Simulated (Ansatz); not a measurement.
# BH7NSi (SMILES [BH3-]N[SiH3]) (charge −1): what the fields show

```xyz
10

B    -1.4483    1.0296   -0.7170
N    -1.2284    0.5187    0.7423
Si   -0.0609   -0.6646    1.0713
H    -0.8688    0.2311   -1.4842
H    -2.6606    1.0627   -1.0180
H    -0.9587    2.1671   -0.8981
H    -1.5643    1.0917    1.5044
H    -0.3359   -1.9973    0.4213
H     1.3704   -0.3638    0.6704
H     0.0149   -0.9419    2.5599
```

Geometry: PBE0-D3(BJ)/def2-SVPD.

These are results of Ansatz 0.2.0, isolated molecule in a Gaussian basis; Kohn-Sham density functional theory, functional PBE0, not measurements.

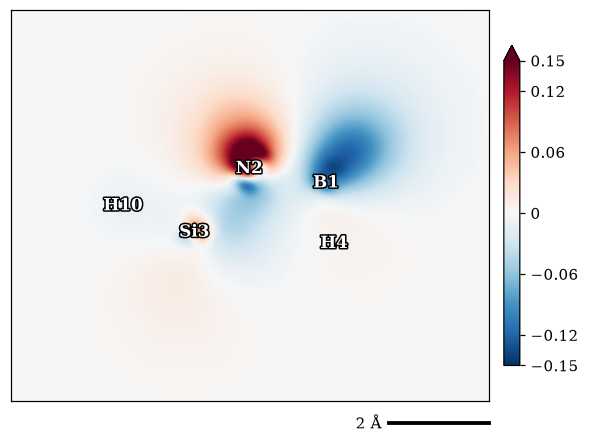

Figure 1. The HOMO on the plane of atoms N2, Si3 and H10 (values in Å⁻³ᐟ²; the overall sign is arbitrary).

**Where does this orbital lie, and at what energy?**

Its weight (Hirshfeld) is mainly on N2 (about 40 %), B1 (about 15 %), H6 (about 15 %), H5 (about 15 %) and Si3 (about 10 %). Its energy is −1.08 eV.

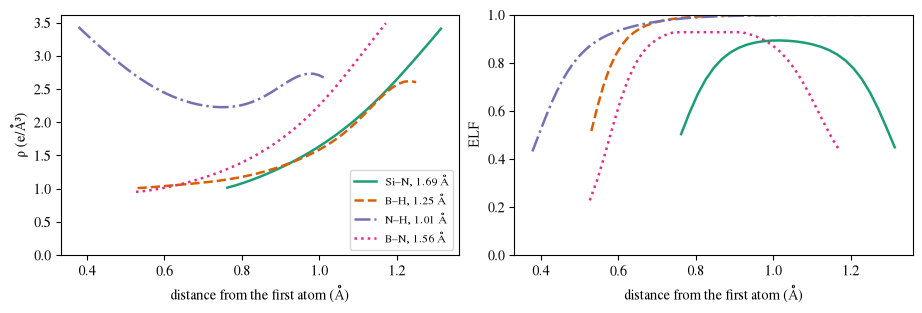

Figure 2. Total electron density and electron localisation function along straight lines between neighbouring atoms. The curves leave out the atomic cores.

**What kind of bonding do the profiles show?**

Si–N (1.69 Å): the density is about 1.2 e/Å³ at the midpoint; the ELF peaks at about 0.90 between the atoms (a polar covalent bond).
B–H (1.25 Å): the density is about 1.1 e/Å³ at the midpoint; the ELF climbs to about 1 towards the hydrogen, as it does in any bond to H; a covalent bond by its length.
N–H (1.01 Å): ρ is about 2.8 e/Å³ halfway; the ELF climbs to about 1 towards the hydrogen (an ordinary covalent bond to hydrogen).
B–N (1.56 Å): ρ is about 1.3 e/Å³ halfway; the ELF peaks at about 0.95 between the atoms (a polar covalent bond).

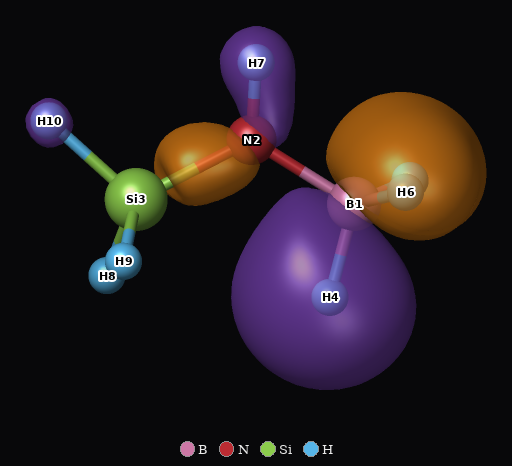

Figure 3. The HOMO−1 at ±0.1 Å⁻³ᐟ² (orange and purple are the two phases), seen across its widest extent.

**What is the character of this orbital?**

By Hirshfeld shares it lies mainly on B1 (about 35 %), H4 (about 30 %), H5 (about 10 %) and H6 (about 10 %). Its energy is −2.51 eV.
